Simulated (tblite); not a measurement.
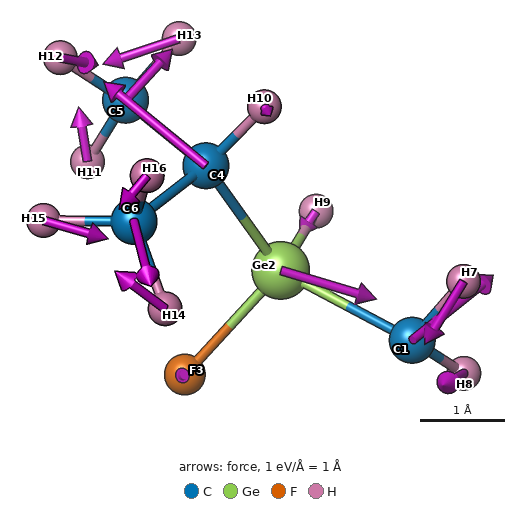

Starting geometry of C4H10FGe (multiplicity 2) with the computed forces as purple arrows. Style: ball-and-stick. Shown from a free direction.

Theory: tblite 0.8.0, GFN2-xTB geometry optimisation, gas phase. 

### Is this structure relaxed? If not, where do the atoms go?

It isn't relaxed: the largest force vector, on C1, is 1.65 eV/Å. The final displacements follow the starting forces only in part (cosine between the two patterns 0.33). After 157 geometry steps the energy has fallen by 81.2 kJ/mol. The atom that moves furthest after the best rigid fit is H8 (1.36 Å). By element the largest moves are H 1.36 Å, F 0.51 Å, Ge 0.33 Å, C 0.20 Å. Near-neighbour distances that change, for instance: Ge2–C4 1.930 → 2.035 Å, C1–Ge2 1.942 → 1.901 Å, C1–H8 1.115 → 1.075 Å, Ge2–H9 1.555 → 1.519 Å. Bond angles that change, for instance: Ge2–C1–H8 107.1° → 120.9°, Ge2–C1–H7 113.1° → 122.2°, H7–C1–H8 109.2° → 116.0°. Groups turn about C4–C6 by about 45°. The run took 0.76 s on 1 thread of Arm Neoverse V2, on a shared host.
